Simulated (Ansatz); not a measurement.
The reference is C in the diamond structure (space group Fd-3m, No. 227; a = 3.560 Å). Axes: x, y, z lie along the cube axes.

Now apply this change: tensile biaxial strain of 2.46 % in the plane normal to [110], as in epitaxy on a mismatched substrate; the out-of-plane cell vector and the atoms relax.

Level of theory: r2SCAN in Ansatz (plane waves to 500 eV, PAW, spin-orbit coupling left out).

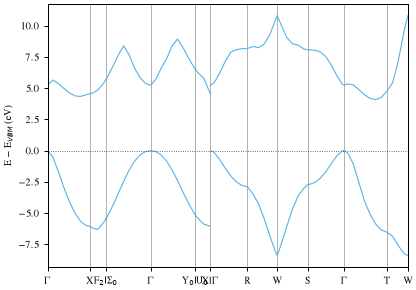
Figure: Highest valence and lowest conduction band along the path of the changed cell's own zone

The gap is 4.08 eV, indirect, Γ → Γ–T (74 % along); the base has 4.36 eV.

A biaxial case was relaxed in a doubled cell and then solved in the primitive one. Whether these cells are dynamically stable was not tested. k-point labels follow each cell's own Brillouin zone.

Ansatz is a first-principles code.
